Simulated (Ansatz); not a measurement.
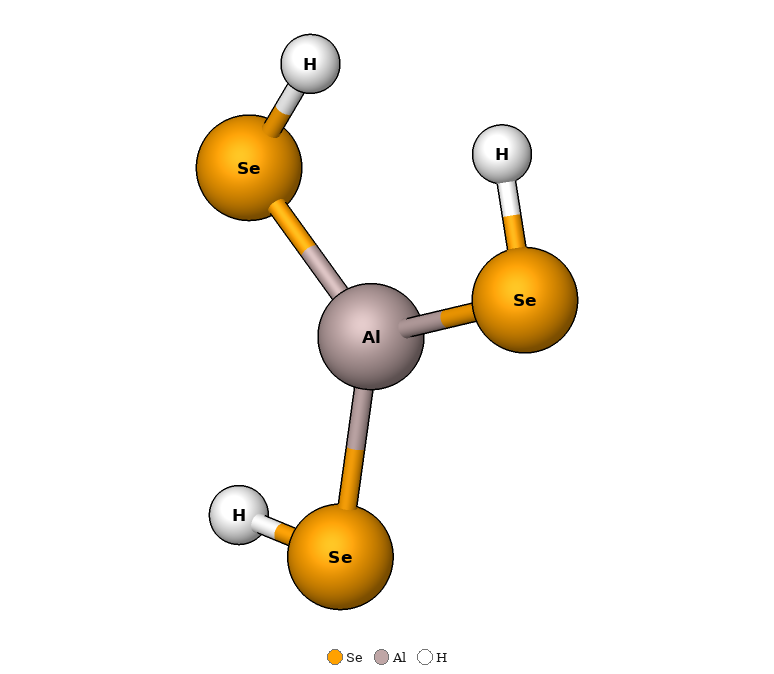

The computed structure is the end point of a PBE0-D4/def2-TZVP optimisation. No frequency run is at hand to confirm it as a minimum. Level of theory: RKS B3LYP-D4/def2-TZVPP (Ansatz 0.2.0).

What does the calculation give?

The species is AlH3Se3 (`[SeH][Al]([SeH])[SeH]`).
- dipole moment: 1.04 D
- HOMO energy (Kohn–Sham orbital): −7.05 eV
- LUMO energy (Kohn–Sham orbital): −1.25 eV
- HOMO–LUMO gap: 5.80 eV
- dispersion correction: −38.2 kJ/mol
